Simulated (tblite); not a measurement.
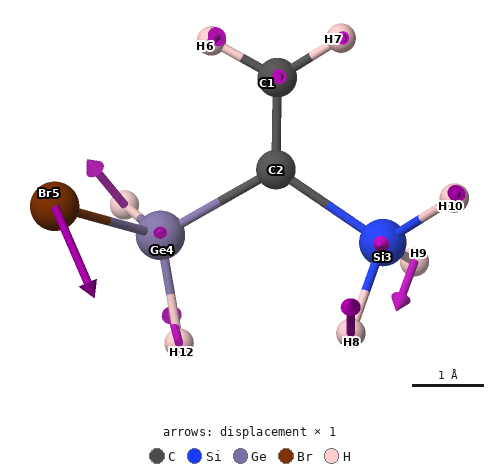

A relaxation of C2H7BrGeSi. The starting structure is drawn; purple arrows show the displacements, at their true length. The two geometries are superimposed by the best rigid fit.

A ball-and-stick model, seen face on.

Theory: GFN2-xTB geometry optimisation, gas phase in tblite 0.8.0. 

Q: What did the optimiser do to the structure, and how much energy did it gain?

A: Over 148 geometry steps the energy falls by 0.220 eV. The atom that moves furthest after the best rigid fit is the Br atom (1.43 Å). Largest moves by element: Br 1.43 Å, H 1.23 Å, Si 0.28 Å, C 0.23 Å, Ge 0.19 Å. Among the contacts that change: Ge–H 1.558 → 1.517 Å, C–Si 1.852 → 1.892 Å, C–Ge 1.939 → 1.964 Å, Br–Ge 2.300 → 2.281 Å. Among the angles between lasting bonds that change: Br–Ge–H 113.2° → 105.3°, C–C–H 117.0° → 122.5°, C–Si–H 112.8° → 107.4°. Groups turn about C–Ge by about 55°, C–Si by about 30°. Cost: 1 s on 1 thread of Arm Neoverse V1, on a shared host.
